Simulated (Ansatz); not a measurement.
# One shape, several levels: AlH3F− (SMILES [H][Al-]([H])([H])[F])

Aim: a comparison of 6 runs (HF/STO-3G, UHF/STO-3G, B2PLYP/STO-3G, UPBE/STO-3G, UCCSD(T)/STO-3G, FCI/STO-3G) of AlH3F−. 

The calculation is run with Ansatz 0.2.0.

1 further run of the same task is left out (it didn't finish).

### 1 Starting point

The species is AlH3F− (5 atoms), meant as a singlet with charge -1. SMILES: `[H][Al-]([H])([H])[F]`. The H3–Al1 distance was set to 2.018 Å, away from the relaxed value.

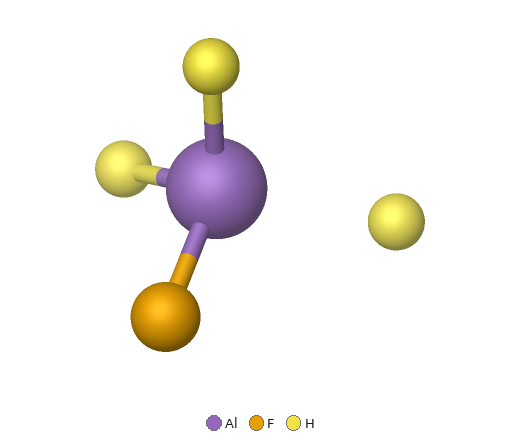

Viewed from a chosen angle; aluminium purple, fluorine amber, hydrogen yellow.

### 2 A single-point energy at HF/STO-3G (run 1)

Input file input.yaml:

```yaml
crystal:
  periodic: [false, false, false]
  atoms:
    - {symbol: Al, position_ang: [-0.383148, -0.002610, 0.090643]}
    - {symbol: F, position_ang: [-0.371138, -0.022170, 1.786123]}
    - {symbol: H, position_ang: [1.529880, 0.011490, -0.550320]}
    - {symbol: H, position_ang: [-1.157138, 1.329800, -0.391647]}
    - {symbol: H, position_ang: [-1.148768, -1.327790, -0.422057]}
basis:
  gaussian: {orbitals: STO-3G}
total_charge: -1
hamiltonian: {xc: hf}
accuracy: high
```

On the command line:

```bash
$ ansatz run input.yaml --threads 1 --pin off --max-ram 2610MiB --events-out events.jsonl --progress --plain --runs-dir runs
```

Output:

```text
Warning: RAYON_NUM_THREADS=1 ignored (pool sized by the plan → 1); use --threads N
Functional definition: HF
  name "HF"
  exchange = exact_x
  correlation = 0
290 factors; integrals over basis functions are off by at most 1.3e-8 eV
mean field evaluation 1: about -9212.6060 eV, gradient 1.6e1 eV
mean field evaluation 2: about -9212.6207 eV, gradient 1.6e1 eV
mean field evaluation 4: about -9213.9255 eV, gradient 7.4e-1 eV
mean field evaluation 8: about -9213.9263 eV, gradient 1.2e-5 eV
mean field -9213.92631003 eV, -338.6055464699 hartree, gradient 9.2e-9 eV, S^2 0.000000; 0 other end points of the search recorded, 0 dependent functions left out
reference -9213.92631003 eV, -338.6055464699 hartree; 13, 13 occupied and 4, 4 virtual orbitals, 290 factors
Total energy: -9213.92631003 eV, -338.6055464699 hartree
```

It took 0.08 s on 1 thread of Arm Neoverse V2, shared host.

### 3 The energy at UHF/STO-3G (run 2)

Input file input.yaml:

```yaml
basis:
  gaussian:
    orbitals: STO-3G
crystal:
  periodic: [false, false, false]
  atoms:
    - symbol: Al
      position_ang: [-0.383148, -0.002610, 0.090643]
    - symbol: F
      position_ang: [-0.371138, -0.022170, 1.786123]
    - symbol: H
      position_ang: [1.529880, 0.011490, -0.550320]
    - symbol: H
      position_ang: [-1.157138, 1.329800, -0.391647]
    - symbol: H
      position_ang: [-1.148768, -1.327790, -0.422057]
total_charge: -1
magnetization:
  spin_polarized: true
  initial_magnetization: 0
hamiltonian:
  xc: hf
accuracy: high
```

On the command line:

```bash
$ ansatz run input.yaml --threads 1 --pin off --max-ram 2610MiB --events-out events.jsonl --progress --plain --runs-dir runs
```

Output:

```text
Warning: RAYON_NUM_THREADS=1 ignored (pool sized by the plan → 1); use --threads N
[... 4 set-up lines as earlier in the session ...]
290 factors; integrals over basis functions are off by at most 1.3e-8 eV
mean field evaluation 1: about -9212.6060 eV, gradient 1.1e1 eV
mean field evaluation 2: about -9212.6207 eV, gradient 1.1e1 eV
mean field evaluation 4: about -9213.9255 eV, gradient 5.3e-1 eV
mean field evaluation 8: about -9213.9263 eV, gradient 1.1e-5 eV
mean field -9213.92631003 eV, -338.6055464699 hartree, gradient 2.8e-8 eV, S^2 0.000000; 0 other end points of the search recorded, 0 dependent functions left out
reference -9213.92631003 eV, -338.6055464699 hartree; 13, 13 occupied and 4, 4 virtual orbitals, 290 factors
Total energy: -9213.92631003 eV, -338.6055464699 hartree
```

Wall time 0.08 s (1 thread of Arm Neoverse V2, shared host).

Runs 3 to 5 aren't shown in full; the table further down has their settings and results.

### 4 A single-point energy at FCI/STO-3G (run 6)

Input file in.yaml:

```yaml
crystal:
  periodic: [false, false, false]
  atoms:
    - {symbol: Al, position_ang: [-0.383148, -0.002610, 0.090643]}
    - {symbol: F, position_ang: [-0.371138, -0.022170, 1.786123]}
    - {symbol: H, position_ang: [1.529880, 0.011490, -0.550320]}
    - {symbol: H, position_ang: [-1.157138, 1.329800, -0.391647]}
    - {symbol: H, position_ang: [-1.148768, -1.327790, -0.422057]}
basis:
  gaussian:
    orbitals: STO-3G
total_charge: -1
correlation:
  method: fci
  frozen_orbitals: {Al: 5, F: 1, H: 0}
accuracy: high
```

On the command line:

```bash
$ ansatz run in.yaml --threads 1 --pin off --max-ram 2610MiB --events-out events.jsonl --progress --plain --runs-dir runs
```

Output:

```text
Warning: RAYON_NUM_THREADS=1 ignored (pool sized by the plan → 1); use --threads N
[... 4 set-up lines as earlier in the session ...]
290 factors; integrals over basis functions are off by at most 1.3e-8 eV
mean field evaluation 1: about -9212.6060 eV, gradient 1.6e1 eV
mean field evaluation 2: about -9212.6207 eV, gradient 1.6e1 eV
mean field evaluation 4: about -9213.9255 eV, gradient 7.4e-1 eV
mean field evaluation 8: about -9213.9263 eV, gradient 1.2e-5 eV
mean field -9213.92631003 eV, -338.6055464699 hartree, gradient 9.2e-9 eV, S^2 0.000000; 0 other end points of the search recorded, 0 dependent functions left out
6 core orbitals not correlated: weight in the atoms' cores, before any rotation towards them, 1.000 or more for the frozen orbitals, at most 0.000 for the correlated occupied ones
reference -9213.92631003 eV, -338.6055464699 hartree; 7, 7 occupied and 4, 4 virtual orbitals, 290 factors
state -9215.92566114 eV, -338.6790212681 hartree
Total energy: -9215.92566114 eV, -338.6790212681 hartree
```

Wall time 0.41 s (1 thread of Arm Neoverse V2, shared host).

### 5 The series

```
run            level  frozen core orbitals  energy (Eh)  wall time
  1        HF/STO-3G                     –  -338.605546     0.08 s
  2       UHF/STO-3G                     –  -338.605546     0.08 s
  3    B2PLYP/STO-3G                     6  -339.277622      1.1 s
  4      UPBE/STO-3G                     –  -339.284581      1.3 s
  5  UCCSD(T)/STO-3G                     6  -338.678796     0.16 s
  6       FCI/STO-3G                     6  -338.679021     0.41 s
```

### 6 Results

```
                                          quantity          value
                               run 6: total energy  -338.67902 Eh
run 6: correlation energy (6 core orbitals frozen)      -73.5 mEh
```

Against full CI in this basis: HF +73.5 mEh; UHF +73.5 mEh; UCCSD(T) +0.2 mEh. Totals of different functionals can't be ranked against each other. In runs 1, 2, 3, 4, 5, 6 the basis is minimal, so the values are rough. All runs together took 3.1 s, the longest 1.3 s.
